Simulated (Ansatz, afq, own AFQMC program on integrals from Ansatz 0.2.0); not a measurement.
# Ge2H (doublet): quantum Monte Carlo beside coupled cluster, cc-pVDZ

How near does AFQMC come to the top of the ladder for Ge2H (doublet)?

Program: Ansatz 0.2.0, Gaussian basis, and an in-house AFQMC program (afq) on its integrals; all values are calculated. Level of theory: cc-pVDZ, frozen cores. These are calculated values, not measurements.

Plan: PBE (unrestricted); r2SCAN (unrestricted); PBE0 (unrestricted); B3LYP (unrestricted); wB97M-V (unrestricted); B2PLYP (unrestricted); CCSD(T) on UHF; CCSDT(Q) on UHF; Phaseless AFQMC, CISD trial on UHF; Phaseless AFQMC, single-determinant trial on UHF; Free-projection AFQMC, CISD trial on UHF.

3 further runs of the same task are left out: 3 that didn't finish.

## 1. What is computed

The geometry is a PBE0/def2-TZVP stationary point (not a proven minimum). No spin-orbit coupling is included. The filled d shell of Ge may be among the frozen orbitals whatever the setting's name suggests; the logs give the count.

3 atoms, charge 0, spin multiplicity 2.

Atoms are counted from 1 here; the program's logs count them from 0.

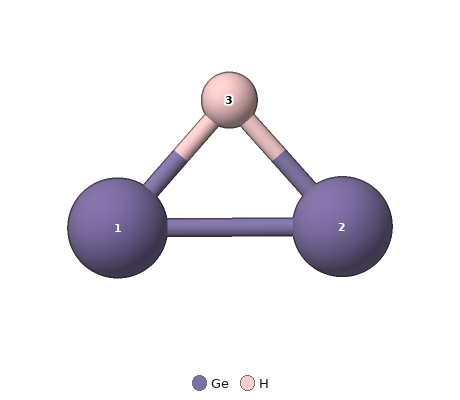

The structure; germanium purple, hydrogen pink; atoms are numbered from 1 in the order of the file.

## 2. PBE (unrestricted)

Contents of in.yaml:

```yaml
crystal:
  periodic: [false, false, false]
  atoms:
    - {symbol: Ge, position_ang: [0.000000, -0.446640, 1.182358]}
    - {symbol: Ge, position_ang: [0.000000, -0.446640, -1.182358]}
    - {symbol: H, position_ang: [0.000000, 0.893279, 0.000000]}
basis:
  gaussian: {orbitals: cc-pVDZ}
magnetization: {spin_polarized: true, initial_magnetization: 1}
hamiltonian: {xc: {name: PBE}}
output: {orbitals: {seedname: orbitals}}
```

Started as:

```
ansatz run in.yaml --threads 1 --pin off --events-out ev --progress --plain --max-ram 1843MiB
```

Output:

```text
Functional definition: PBE
  name "PBE"
  cite "Perdew, Burke & Ernzerhof, Phys. Rev. Lett. 77, 3865 (1996) doi:10.1103/PhysRevLett.77.3865"
  parent pbe
  parameter kappa = 0.804
  parameter beta = 0.06672455060314922
  exchange = pbe_x(kappa = kappa, mu = beta*pi^2/3)
  correlation = pbe_c(beta = beta)
702 factors; integrals over basis functions are off by at most 1.2e-3 eV
mean field evaluation 1: about -113031.9219 eV, gradient 8.0e0 eV
mean field evaluation 2: about -113031.8820 eV, gradient 7.8e0 eV
mean field evaluation 4: about -113032.4589 eV, gradient 4.4e-1 eV
mean field evaluation 8: about -113032.4568 eV, gradient 1.1e-2 eV
mean field evaluation 16: about -113032.4568 eV, gradient 3.1e-5 eV
mean field evaluation 32: about -113032.3907 eV, gradient 2.7e-1 eV
mean field -113032.45684619 eV, -4153.8661729465 hartree, gradient 2.5e-6 eV, S^2 0.751777; 5 other end points of the search recorded, 0 dependent functions left out
reference -113032.45687244 eV, -4153.8661739110 hartree; 33, 32 occupied and 26, 27 virtual orbitals, 702 factors
Total energy: -113032.45687244 eV, -4153.8661739110 hartree
```

It took 4.9 s on 1 thread of Intel Xeon Platinum 8375C at 2.90GHz, shared host.

From the report: ⟨S²⟩ of the determinant 0.752 (pure doublet: 0.75).

## 3. r2SCAN (unrestricted)

in.yaml: that of step 2 with these lines changed.

```diff
@@ -9,3 +9,2 @@
 magnetization: {spin_polarized: true, initial_magnetization: 1}
-hamiltonian: {xc: {name: PBE}}
-output: {orbitals: {seedname: orbitals}}
+hamiltonian: {xc: {name: r2SCAN}}
```

Launched as before.

Output (excerpt; [...] marks lines left out):

```text
Functional definition: r2SCAN
  name "r2SCAN"
  cite "Furness, Kaplan, Ning, Perdew & Sun, J. Phys. Chem. Lett. 11, 8208 (2020) doi:10.1021/acs.jpclett.0c02405"
  cite "Furness, Kaplan, Ning, Perdew & Sun, J. Phys. Chem. Lett. 11, 9248 (2020) doi:10.1021/acs.jpclett.0c03077"
  parent r2scan
[...]
702 factors; integrals over basis functions are off by at most 1.2e-3 eV
[...]
mean field -113048.75216026 eV, -4154.4650146931 hartree, gradient 1.2e-6 eV, S^2 0.754235; 6 other end points of the search recorded, 0 dependent functions left out
reference -113048.75216949 eV, -4154.4650150324 hartree; 33, 32 occupied and 26, 27 virtual orbitals, 702 factors
Total energy: -113048.75216949 eV, -4154.4650150324 hartree
```

Wall time 12 s (1 thread of Intel Xeon Platinum 8375C at 2.90GHz, shared host).

From the report: ⟨S²⟩ of the determinant 0.754 (pure doublet: 0.75).

## 4. PBE0 (unrestricted)

in.yaml: that of step 3 with these lines changed.

```diff
@@ -9,2 +9,3 @@
 magnetization: {spin_polarized: true, initial_magnetization: 1}
-hamiltonian: {xc: {name: r2SCAN}}
+hamiltonian: {xc: {name: PBE0}}
+output: {orbitals: {seedname: orbitals}}
```

The command is unchanged.

Output (excerpt; [...] marks lines left out):

```text
Functional definition: PBE0
  name "PBE0"
  cite "Adamo & Barone, J. Chem. Phys. 110, 6158 (1999) doi:10.1063/1.478522"
  cite "Perdew, Burke & Ernzerhof, Phys. Rev. Lett. 77, 3865 (1996) doi:10.1103/PhysRevLett.77.3865"
  parent pbe
[...]
702 factors; integrals over basis functions are off by at most 1.2e-3 eV
[...]
mean field -113035.19740611 eV, -4153.9668866658 hartree, gradient 2.8e-6 eV, S^2 0.752474; 3 other end points of the search recorded, 0 dependent functions left out
reference -113035.19742579 eV, -4153.9668873890 hartree; 33, 32 occupied and 26, 27 virtual orbitals, 702 factors
Total energy: -113035.19742579 eV, -4153.9668873890 hartree
```

Wall time 6 s (1 thread of Intel Xeon Platinum 8375C at 2.90GHz, shared host).

From the report: ⟨S²⟩ of the determinant 0.752 (pure doublet: 0.75).

## 5. B3LYP (unrestricted)

in.yaml: that of step 4 with these lines changed.

```diff
@@ -9,3 +9,2 @@
 magnetization: {spin_polarized: true, initial_magnetization: 1}
-hamiltonian: {xc: {name: PBE0}}
-output: {orbitals: {seedname: orbitals}}
+hamiltonian: {xc: {name: B3LYP}}
```

The command is unchanged.

Output (excerpt; [...] marks lines left out):

```text
Functional definition: B3LYP
  name "B3LYP"
  cite "Stephens, Devlin, Chabalowski & Frisch, J. Phys. Chem. 98, 11623 (1994) doi:10.1021/j100096a001"
  cite "Becke, Phys. Rev. A 38, 3098 (1988) doi:10.1103/PhysRevA.38.3098"
  cite "Lee, Yang & Parr, Phys. Rev. B 37, 785 (1988) doi:10.1103/PhysRevB.37.785"
  cite "Vosko, Wilk & Nusair, Can. J. Phys. 58, 1200 (1980) doi:10.1139/p80-159"
[...]
702 factors; integrals over basis functions are off by at most 1.2e-3 eV
[...]
mean field -113052.07637765 eV, -4154.5871774290 hartree, gradient 3.6e-6 eV, S^2 0.751510; 5 other end points of the search recorded, 0 dependent functions left out
reference -113052.07656018 eV, -4154.5871841370 hartree; 33, 32 occupied and 26, 27 virtual orbitals, 702 factors
Total energy: -113052.07656018 eV, -4154.5871841370 hartree
```

Run time: 9 s. Hardware: 1 thread of Intel Xeon Platinum 8375C at 2.90GHz, shared host.

From the report: ⟨S²⟩ of the determinant 0.752 (pure doublet: 0.75).

## 6. wB97M-V (unrestricted)

in.yaml: that of step 5 with these lines changed.

```diff
@@ -9,2 +9,3 @@
 magnetization: {spin_polarized: true, initial_magnetization: 1}
-hamiltonian: {xc: {name: B3LYP}}
+hamiltonian: {xc: {name: wB97M-V}}
+output: {orbitals: {seedname: orbitals}}
```

Same command.

Output (excerpt; [...] marks lines left out):

```text
Functional definition: wB97M-V
  name "wB97M-V"
  cite "Mardirossian & Head-Gordon, J. Chem. Phys. 144, 214110 (2016) doi:10.1063/1.4952647"
  cite "Becke, J. Chem. Phys. 107, 8554 (1997) doi:10.1063/1.475007"
  cite "Vydrov & Van Voorhis, J. Chem. Phys. 133, 244103 (2010) doi:10.1063/1.3521275"
  # Of w^i u^j: cxij and so on, Table III.
[...]
  gx(w, u) = 1 - cx + cx01*u + cx10*w
  gss(w, u) = css00 + css04*u^4 + css10*w + css20*w^2 + css43*w^4*u^3
  gos(w, u) = cos00 + cos10*w + (cos20 + cos21*u)*w^2 + (cos60 + cos61*u)*w^6
[...]
      + integral(e_c_pw_mod_opposite_spin*gos(b97_w_opposite, b97_u_opposite)) + vv10(b, c)
702 factors; integrals over basis functions are off by at most 1.2e-3 eV
182 factors; integrals over basis functions are off by at most 2.4e-6 eV
[...]
mean field -113043.18219028 eV, -4154.2603220719 hartree, gradient 1.1e-6 eV, S^2 0.751758; 4 other end points of the search recorded, 0 dependent functions left out
reference -113043.18222010 eV, -4154.2603231679 hartree; 33, 32 occupied and 26, 27 virtual orbitals, 702 factors
Total energy: -113043.18222010 eV, -4154.2603231679 hartree
```

Wall time 33 s (1 thread of Intel Xeon Platinum 8375C at 2.90GHz, shared host); peak memory 0.32 GiB.

From the report: ⟨S²⟩ of the determinant 0.752 (pure doublet: 0.75).

## 7. B2PLYP (unrestricted)

in.yaml: that of step 6 with these lines changed.

```diff
@@ -9,3 +9,3 @@
 magnetization: {spin_polarized: true, initial_magnetization: 1}
-hamiltonian: {xc: {name: wB97M-V}}
-output: {orbitals: {seedname: orbitals}}
+hamiltonian: {xc: {name: B2PLYP}}
+correlation: {electrons: outside_noble_gas}
```

The command is unchanged.

Output (excerpt; [...] marks lines left out):

```text
Functional definition: B2PLYP
  name "B2PLYP"
  cite "Grimme, J. Chem. Phys. 124, 034108 (2006) doi:10.1063/1.2148954"
  cite "Becke, Phys. Rev. A 38, 3098 (1988) doi:10.1103/PhysRevA.38.3098"
  cite "Lee, Yang & Parr, Phys. Rev. B 37, 785 (1988) doi:10.1103/PhysRevB.37.785"
[...]
702 factors; integrals over basis functions are off by at most 1.2e-3 eV
[...]
mean field -113025.29386945 eV, -4153.6029384065 hartree, gradient 2.3e-6 eV, S^2 0.752906; 6 other end points of the search recorded, 0 dependent functions left out
28 core orbitals not correlated: weight in the atoms' cores, before any rotation towards them, 0.999 or more for the frozen orbitals, at most 0.001 for the correlated occupied ones
reference -113025.29398566 eV, -4153.6029426770 hartree; 5, 4 occupied and 26, 27 virtual orbitals, 702 factors
second order -5.20149336 eV of doubles, -0.00000000 eV of singles
Total energy: -113026.69838886 eV, -4153.6545535429 hartree
```

Run time: 10 s. Hardware: 1 thread of Intel Xeon Platinum 8375C at 2.90GHz, shared host.

From the report: ⟨S²⟩ of the determinant 0.753 (pure doublet: 0.75).

## 8. CCSD(T) on UHF

in.yaml: that of step 7 with these lines changed.

```diff
@@ -9,3 +9,2 @@
 magnetization: {spin_polarized: true, initial_magnetization: 1}
-hamiltonian: {xc: {name: B2PLYP}}
-correlation: {electrons: outside_noble_gas}
+correlation: {method: ccsd_t, electrons: outside_noble_gas, hamiltonian_folder: ham}
```

Launched as before.

Output (excerpt; [...] marks lines left out):

```text
Functional definition: HF
  name "HF"
  cite "Fock, Z. Phys. 61, 126 (1930) doi:10.1007/BF01340294"
  parent pbe
[...]
702 factors; integrals over basis functions are off by at most 1.2e-3 eV
[...]
mean field -112959.88057797 eV, -4151.1990442834 hartree, gradient 2.4e-6 eV, S^2 0.756902; 24 other end points of the search recorded, 0 dependent functions left out
determinant -112959.88057797 eV, -4151.1990442834 hartree, with singles and doubles -112964.66703056 eV, -4151.3749431717 hartree
determinant -112959.73583524 eV, -4151.1937250860 hartree, with singles and doubles -112964.52475316 eV, -4151.3697145737 hartree
determinant -112959.50192689 eV, -4151.1851291129 hartree, with singles and doubles -112964.57099090 eV, -4151.3714137791 hartree
determinant -112958.54576265 eV, -4151.1499907252 hartree, with singles and doubles -112962.69391327 eV, -4151.3024324488 hartree
[...]
determinant -112956.42359846 eV, -4151.0720026295 hartree, with singles and doubles -112961.81987516 eV, -4151.2703121404 hartree
determinant -112959.88057797 eV, -4151.1990442834 hartree, with singles and doubles -112964.66705348 eV, -4151.3749440138 hartree
determinant -112959.73583524 eV, -4151.1937250860 hartree, with singles and doubles -112964.54145660 eV, -4151.3703284138 hartree
determinant -112959.50192689 eV, -4151.1851291129 hartree, with singles and doubles -112964.57101551 eV, -4151.3714146836 hartree
28 core orbitals not correlated: weight in the atoms' cores, before any rotation towards them, 0.999 or more for the frozen orbitals, at most 0.001 for the correlated occupied ones
reference -112959.88057797 eV, -4151.1990442834 hartree; 5, 4 occupied and 26, 27 virtual orbitals, 702 factors
second order -3.97137320 eV of doubles, -0.00000000 eV of singles
cycle   1  -4.78647538 eV  change    1.2e-7 eV  update   1.9e-6
perturbative correction -0.21140825 eV, -0.0077691099 hartree
Total energy: -112964.87846160 eV, -4151.3827131192 hartree
```

It took 26 s on 1 thread of Intel Xeon Platinum 8375C at 2.90GHz, shared host.

From the report: ⟨S²⟩ of the determinant 0.757 (pure doublet: 0.75); correlation -4.9979 eV; T1 0.016; largest double amplitude 0.07.

This run also writes the integrals to the folder ham.

[end of part 1 of 2]
